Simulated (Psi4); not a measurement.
**AlHF (SMILES [F][AlH]): a chain of runs**

Wanted: a structure relaxation (UMP2/aug-cc-pVDZ), then the harmonic vibrations, then the energy (UMP2/cc-pVTZ) of AlHF. 

The calculation is run with Psi4 1.11.

## 1. Starting point

AlHF: 3 atoms, total charge 0, spin state doublet. As SMILES, `[F][AlH]`. All atoms were displaced at random from a relaxed shape. The run starts from this shape.

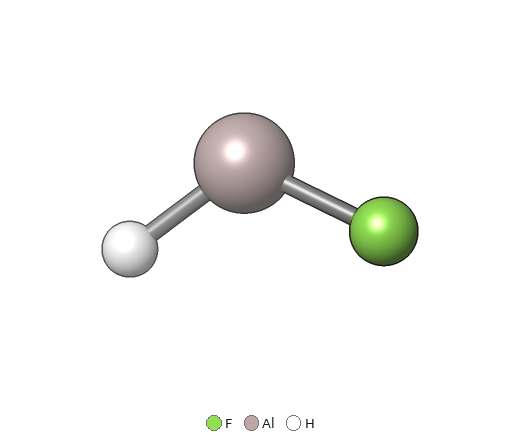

Viewed from a chosen angle; fluorine green, aluminium light grey, hydrogen white.

## 2. A structure relaxation at UMP2/aug-cc-pVDZ (density fitting, density fitting for correlation) (run 1)

run.py

```python
import psi4

psi4.set_memory('1600 MB')
psi4.set_num_threads(1)
psi4.set_output_file('output.dat', False)

molecule = psi4.geometry("""
0 2
F
Al 1 1.739555
H 2 1.528069 1 118.51457
units angstrom
symmetry c1
""")

psi4.set_options({
    'basis': 'aug-cc-pVDZ',
    'reference': 'uhf',
    'geom_maxiter': 60,
    'freeze_core': True,
})

e_tot, wfn = psi4.optimize('mp2', molecule=molecule, return_wfn=True)
print(f'mp2 energy: {e_tot:.10f} Eh')
print(molecule.to_string(dtype='xyz', units='Angstrom'))
```

Command:

```console
$ python run.py
```

output.dat:

```text
[...]
  Running in c1 symmetry.
[...]
  Nuclear repulsion =   41.788233283671360
[...]
  Multiplicity = 2
[...]
  Nalpha       = 12
  Nbeta        = 11
[...]
    Number of basis functions: 59
[...]
   @DF-UHF iter   1:  -341.92074417131056   -8.48200e-01   6.60841e-03 DIIS/ADIIS
[...]
	DF-SCS-MP2 Total Energy (a.u.)     :  -342.23948930471755
	DF-SOS-MP2 Total Energy (a.u.)     :  -342.23685415451450
[...]
   @DF-UHF iter  13:  -341.98747199583869   -2.27374e-13   4.67590e-11 DIIS
[...]
   @S^2 Observed:                7.575107400E-01
[...]
  @DF-UHF Final Energy:  -341.98747199583869
   => Energetics <=
    Nuclear Repulsion Energy =             42.4787343447689878
    One-Electron Energy =                -561.8462393892971249
    Two-Electron Energy =                 177.3800330486894268
    Total Energy =                       -341.9874719958386891
  UHF NO Occupations:
  HONO-2 :   10  A 1.9998841
  HONO-1 :   11  A 1.9964179
[...]
 Multipole Moments:
 ------------------------------------------------------------------------------------
     Multipole            Electronic (a.u.)      Nuclear  (a.u.)        Total (a.u.)
 ------------------------------------------------------------------------------------
 L = 1.  Multiply by 2.5417464519 to convert [e a0] to [Debye]
 Dipole X            :         -1.5397471            1.3784004           -0.1613467
 Dipole Y            :          0.8602553           -1.6309909           -0.7707356
 Dipole Z            :         -0.0000000            0.0000000           -0.0000000
 Magnitude           :                                                    0.7874427
[...]
	DF-SCS-MP2 Total Energy (a.u.)     :  -342.24173617436463
	DF-SOS-MP2 Total Energy (a.u.)     :  -342.23913619752858
	DF-SCS(N)-MP2 Total Energy (a.u.)  :  -342.10341425698840
[...]
	DF-MP2 Total Energy (a.u.)         :  -342.24693612803662
[...]
```

Standard output:

```text
Optimizer: Optimization complete!
mp2 energy: -342.2469361280 Eh
3
0 2 AlFH
F                    -0.030877531647     1.026040086314     0.000000000000
Al                   -0.030877531647    -0.671238605813     0.000000000000
H                     1.408723795655    -1.371342119061     0.000000000000
```

Run time: 11 s. Hardware: 1 thread of Intel Xeon 6975P-C (Granite Rapids), shared host; peak memory 0.69 GiB.

Step by step:

```
step  energy from the first frame kept (eV)  largest force (eV/Å)
   0                                 0.0000                1.6861
   1                                -0.0568                0.3336
   2                                -0.0592                0.0112
```

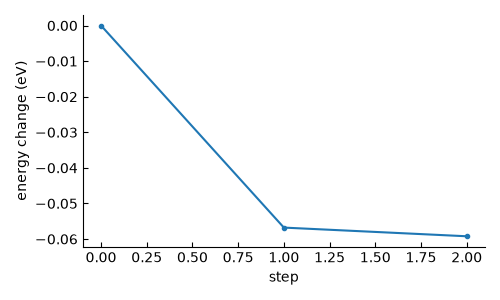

Energy along the run.

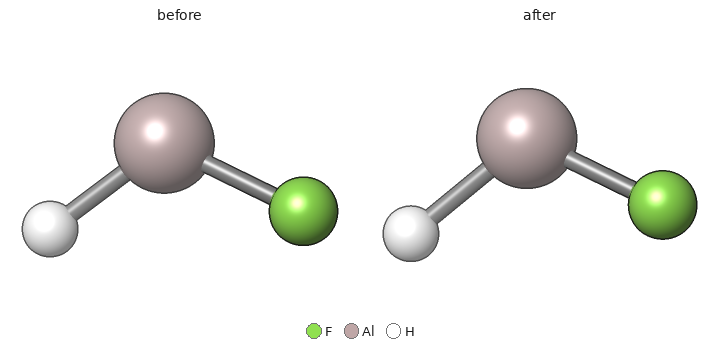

Before and after, at one scale.

After the run. Bond lengths: F1–Al2 1.697 Å, Al2–H3 1.601 Å. Angles: F1–Al2–H3 115.9°.

## 3. Vibrational wavenumbers at UMP2/aug-cc-pVDZ (density fitting, density fitting for correlation) (run 2)

input.dat

```
memory 1600 mb

molecule m {
  0 2
  F      0.932871     0.923782     0.646176
  Al    -0.398351     0.281645    -0.188249
  H     -0.409578    -1.308715    -0.370524
  symmetry c1
}

set reference uhf
set t 298.15
set freeze_core true
set rotational_symmetry_number 1

E = freq("mp2/aug-cc-pVDZ")
```

Command:

```console
$ psi4 -i input.dat -o output.dat -n 1
```

output.dat:

```text
[...]
  Running in c1 symmetry.
[...]
  Nuclear repulsion =   42.478723022474071
[...]
  Multiplicity = 2
[...]
  Nalpha       = 12
  Nbeta        = 11
[...]
    Number of basis functions: 59
[...]
   @DF-UHF iter   1:  -341.92501893490942   -8.39233e-01   6.58318e-03 ADIIS/DIIS
[...]
	Warning: cc_lambda option is changed to TRUE
	For this residual convergence, default PCG convergence is:     1.00e-07
[...]
	DF-SCS-MP2 Total Energy (a.u.)     :  -342.24173617327136
	DF-SOS-MP2 Total Energy (a.u.)     :  -342.23913619593918
[...]
   @DF-UHF iter  17:  -341.98747197207359   -1.70530e-13   3.23560e-11 DIIS
[...]
   @S^2 Observed:                7.575108014E-01
[...]
  @DF-UHF Final Energy:  -341.98747197207359
   => Energetics <=
    Nuclear Repulsion Energy =             42.4787161921801300
    One-Electron Energy =                -561.8462032463471587
    Two-Electron Energy =                 177.3800150820933652
    Total Energy =                       -341.9874719720736493
  UHF NO Occupations:
  HONO-2 :   10  A 1.9998841
  HONO-1 :   11  A 1.9964179
[...]
	DF-SCS-MP2 Total Energy (a.u.)     :  -342.24173617334435
	DF-SOS-MP2 Total Energy (a.u.)     :  -342.23913619624773
	DF-SCS(N)-MP2 Total Energy (a.u.)  :  -342.10341424373144
[...]
	DF-MP2 Total Energy (a.u.)         :  -342.24693612753765
[...]
  ==> Harmonic Vibrational Analysis <==
[...]
  Freq [cm^-1]                 595.8788            772.9715           1854.1051
[...]
  IR activ [km/mol]            139.9012            149.6497            192.4222
[...]
  Total E_0, Enthalpy at 0 [K]                                                         -342.23959370 [Eh]
[...]
  Total H, Enthalpy at  298.15 [K]                                                     -342.23556705 [Eh]
[...]
  Total G, Gibbs energy at  298.15 [K]                                                 -342.26352936 [Eh]
[...]
```

Standard output:

```text
Warning: used thermodynamics relations inappropriate for low-frequency modes: ['595.8788']
```

Wall time 35 s (1 thread of Intel Xeon 6975P-C (Granite Rapids), shared host); peak memory 0.68 GiB.

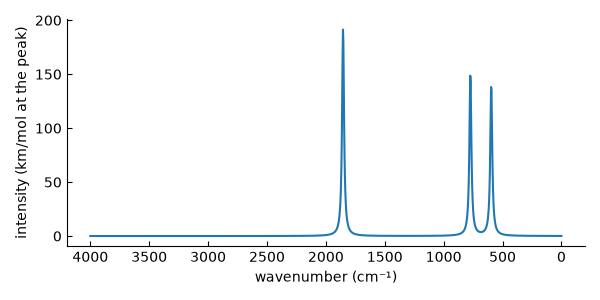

Harmonic infrared spectrum, unscaled, lines broadened by 10 cm⁻¹.

## 4. The energy at UMP2/cc-pVTZ (density fitting, density fitting for correlation) (run 3)

job.py

```python
import psi4

psi4.set_memory('1600 MB')
psi4.set_num_threads(1)
psi4.core.set_output_file('run.log', False)

m = psi4.geometry("""
0 2
F      1.76287070     1.74569498     1.22109567
Al    -0.75277429     0.53223191    -0.35573905
H     -0.77399025    -2.47311293    -0.70018888
units au
""")

psi4.set_options({
    'basis': 'cc-pVTZ',
    'reference': 'uhf',
    'freeze_core': True,
})

energy_value = psi4.energy('mp2')
print(f'mp2 energy: {energy_value:.10f} Eh')
```

Command:

```console
$ python job.py
```

run.log:

```text
[...]
  Running in cs symmetry.
[...]
  Nuclear repulsion =   42.478723032910267
[...]
  Multiplicity = 2
[...]
  Nalpha       = 12
  Nbeta        = 11
[...]
    Number of basis functions: 78
[...]
   @DF-UHF iter   1:  -341.96079706519504   -8.40485e-01   6.74151e-03 ADIIS/DIIS
[...]
   @DF-UHF iter  13:  -342.02099016832869   -2.67164e-12   9.00415e-09 DIIS
[...]
   @S^2 Observed:                7.573989961E-01
[...]
  @DF-UHF Final Energy:  -342.02099016832869
   => Energetics <=
    Nuclear Repulsion Energy =             42.4787230329102670
    One-Electron Energy =                -562.0587021926436364
    Two-Electron Energy =                 177.5589889914047035
    Total Energy =                       -342.0209901683286944
  UHF NO Occupations:
  HONO-2 :    8 Ap 1.9998791
  HONO-1 :    9 Ap 1.9964818
[...]
 Multipole Moments:
 ------------------------------------------------------------------------------------
     Multipole            Electronic (a.u.)      Nuclear  (a.u.)        Total (a.u.)
 ------------------------------------------------------------------------------------
 L = 1.  Multiply by 2.5417464519 to convert [e a0] to [Debye]
 Dipole X            :          0.2368034           -0.9847099           -0.7479065
 Dipole Y            :          1.7744783           -1.8948518           -0.1203735
 Dipole Z            :          0.0000000            0.0000000            0.0000000
 Magnitude           :                                                    0.7575314
[...]
```

The script printed:

```text
mp2 energy: -342.3359934499 Eh
```

It took 2.3 s on 1 thread of Intel Xeon 6975P-C (Granite Rapids), shared host; peak memory 0.29 GiB.

## 5. Outcome

| quantity | value |
| --- | --- |
| run 1, UMP2/aug-cc-pVDZ: total energy at the end | -342.24694 Eh |
| run 1, UMP2/aug-cc-pVDZ: HOMO energy (Hartree–Fock orbitals) (highest over α and β) | -8.96 eV |
| run 1, UMP2/aug-cc-pVDZ: LUMO energy (Hartree–Fock orbitals) (lowest over α and β) | 0.26 eV |
| run 1, UMP2/aug-cc-pVDZ: correlation energy (6 core orbitals frozen) | -259.5 mEh |
| run 1, UMP2/aug-cc-pVDZ: ⟨S²⟩ of the reference determinant | 0.758 |
| run 2, UMP2/aug-cc-pVDZ: correlation energy | -259.5 mEh |
| run 2, UMP2/aug-cc-pVDZ: lowest harmonic wavenumber | 596 cm⁻¹ |
| run 2, UMP2/aug-cc-pVDZ: highest harmonic wavenumber | 1854 cm⁻¹ |
| run 2, UMP2/aug-cc-pVDZ: zero-point energy | 19.3 kJ/mol |
| run 2, UMP2/aug-cc-pVDZ: ideal-gas entropy at 298.15 K (symmetry number 1 as used) | 58.9 cal/(mol K) |
| run 3, UMP2/cc-pVTZ: total energy | -342.33599 Eh |
| run 3, UMP2/cc-pVTZ: HOMO energy (Hartree–Fock orbitals) (highest over α and β) | -8.94 eV |
| run 3, UMP2/cc-pVTZ: LUMO energy (Hartree–Fock orbitals) (lowest over α and β) | 0.69 eV |
| run 3, UMP2/cc-pVTZ: correlation energy (6 core orbitals frozen) | -315.0 mEh |
| run 3, UMP2/cc-pVTZ: ⟨S²⟩ of the reference determinant | 0.757 |

The optimisation (run 1, UMP2/aug-cc-pVDZ) took 3 steps and changed the energy by -0.059 eV. All 3 modes (run 2, UMP2/aug-cc-pVDZ) are real, so the shape is a minimum at this level.
